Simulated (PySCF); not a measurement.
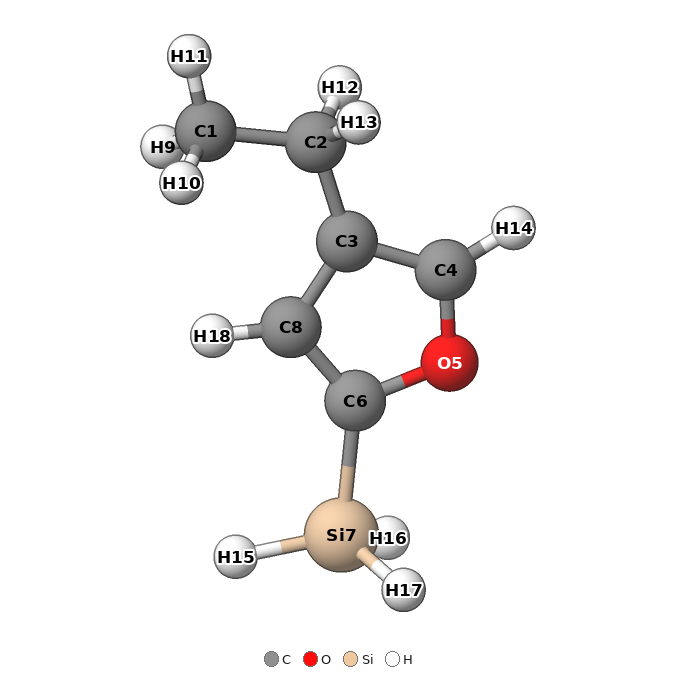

The species has charge +1 and is a spin doublet. The geometry was computed by an optimisation with GFN2-xTB. No frequency run is at hand to confirm it as a minimum. Level of theory: UKS B3LYP, pcH-1 on C H O Si, non-relativistic (PySCF 2.14.0). Fermi-contact and spin-dipolar terms alone, no spin-orbit part.

> Which nucleus has the largest dipolar (anisotropic) hyperfine coupling?

13C at C4: principal values −46.4, −44.5, 90.9 MHz.

List the isotropic and dipolar parts for the most strongly coupled nuclei, one of each equivalent set. Atoms whose distances differ by more than 0.02 Å in this geometry are listed apart.

```tsv
atom	isotope	a_iso (MHz)	dipolar part (MHz)
C4	13C	44.0	−46.4, −44.5, 90.9
C6	13C	43.9	−36.7, −34.7, 71.4
C3	13C	1.0	−14.8, −12.1, 26.9
H14	1H	−40.3	−21.1, −3.2, 24.3
C2	13C	−6.9	−3.6, −1.5, 5.2
H18	1H	−0.2	−3.2, −1.8, 5.0
C8	13C	−15.8	−5.0, 1.8, 3.2
H12	1H	61.3	−4.1, −0.6, 4.7
```

The geometry is semi-empirical. Around Si such bond lengths and angles can be off by a tenth of an ångström or more and by several degrees, and values that hang on the shape move with them.
